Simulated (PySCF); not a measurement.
**C2H13NSi3: density, localisation and related maps**

The calculation's input:

```
{"job": {"kind": "nmr", "xc": "PBE0", "basis": "pcSseg-1"}, "charge": 0, "multiplicity": 1}
C      2.416495     0.178972     0.319222
C      1.693820    -1.109222    -0.057019
Si     0.070055    -0.806594    -0.994500
N     -1.004185     0.245654    -0.104107
Si    -1.361642    -0.105954     1.568060
Si    -2.018662     1.349522    -0.997439
H      2.662216     0.751561    -0.572450
H      1.784587     0.796178     0.954282
H      3.341588    -0.032211     0.855243
H      2.347475    -1.715511    -0.685735
H      1.508531    -1.694722     0.843958
H      0.362356    -0.136160    -2.265162
H     -0.594728    -2.094359    -1.249481
H     -1.956136     1.094631     2.151837
H     -2.294291    -1.234514     1.665653
H     -0.117395    -0.432699     2.261620
H     -3.130688     0.623520    -1.620495
H     -1.194881     1.984673    -2.024063
H     -2.524317     2.346486    -0.056884
```

Launched as:

```sh
OMP_NUM_THREADS=1 python probes_run.py task.json out
```

Geometry: GFN2-xTB.

Theory: PBE0/pcSseg-1, SCF density, gas phase, non-relativistic (PySCF 2.14.0).

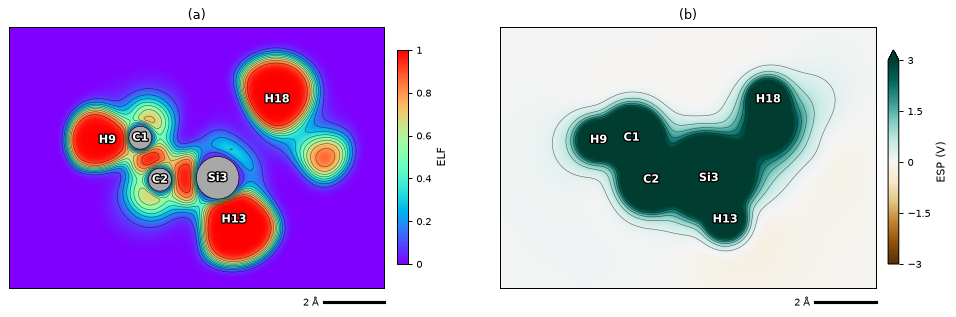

Figure 1. (a) electron localisation function; (b) electrostatic potential on the plane of atoms C2, Si3 and H13. Grey discs cover the atomic cores in the ELF map.

Read the bonding off the picture.

Answer. The section cuts through C, Si and H sites. C–C (1.52 Å): the ELF peaks at about 0.95 between the atoms: a covalent bond. C–Si (1.90 Å): the ELF peaks at about 0.95 between the atoms: a shared electron pair. C–H (1.09 Å): the ELF climbs to about 1 towards the hydrogen, as it does in any bond to H (a covalent bond by its length). Si–H (1.47 Å): the ELF climbs to about 1 towards the hydrogen. The potential has no marked negative region in this plane.

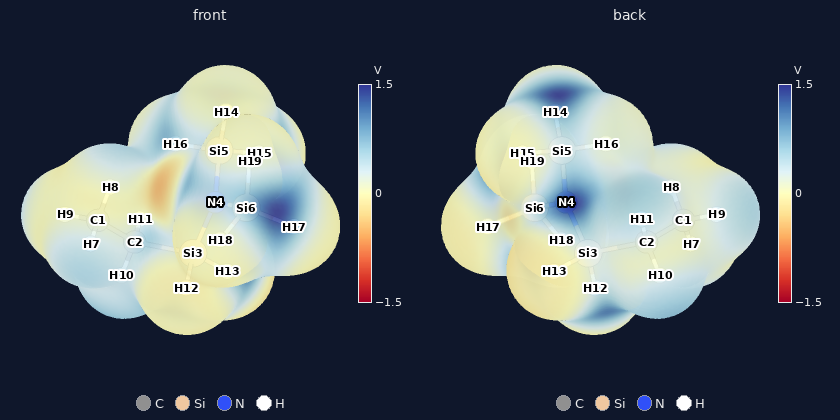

Figure 2. The electrostatic potential painted on the density surface at 0.002 e/bohr³, seen from the front and from behind; red is negative and blue positive.

Describe the electrostatic potential map.

Answer. The most negative region (about −0.4 V, or −9 kcal/mol for a unit charge) lies over N4, the most positive (about +1.4 V, or +32 kcal/mol for a unit charge) over Si3, Si5 and Si6.

What dipole moment does the calculation give?

Answer. Its dipole moment is 0.59 D.
